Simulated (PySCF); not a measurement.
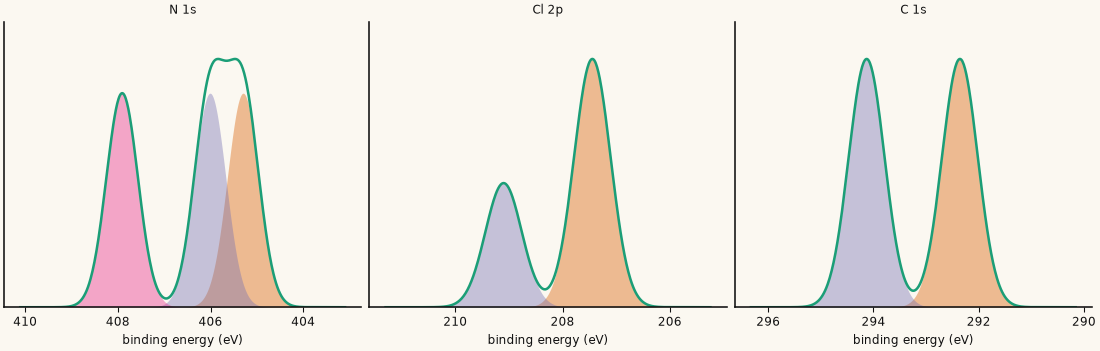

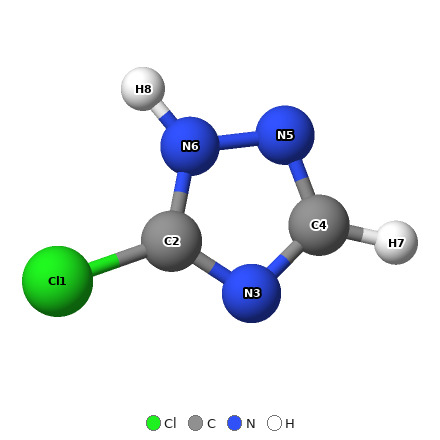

Simulated XPS of C₂H₂ClN₃, SMILES Clc1ncn[nH]1. Vertical core-electron binding energies by ΔSCF (SCAN, pcX-2 on the ionised atom, pcseg-1 elsewhere, spin-free X2C; PySCF 2.14.0, at a PBE0-D3(BJ)/def2-SVP geometry (no frequency check)), gas phase, against the vacuum level. One atom of each kind was ionised; within a panel, areas follow the number of like atoms and 2j + 1 (2p levels are split by first-order spin-orbit coupling, an approximation), each panel is scaled alone, Gaussians of 0.8 eV full width. Only the regions named are shown. Lines closer than the width merge in the curve.

Which atoms give which peak?

Answer.
```
   level  atoms  binding energy (eV)
    N 1s     N6                407.9
    N 1s     N5                406.0
    N 1s     N3                405.3
Cl 2p1/2    Cl1                209.1
Cl 2p3/2    Cl1                207.4
    C 1s     C2                294.1
    C 1s     C4                292.4
```

How large is the chemical shift across the N 1s region?

Answer. 2.6 eV, from N3 at 405.3 eV to N6 at 407.9 eV.
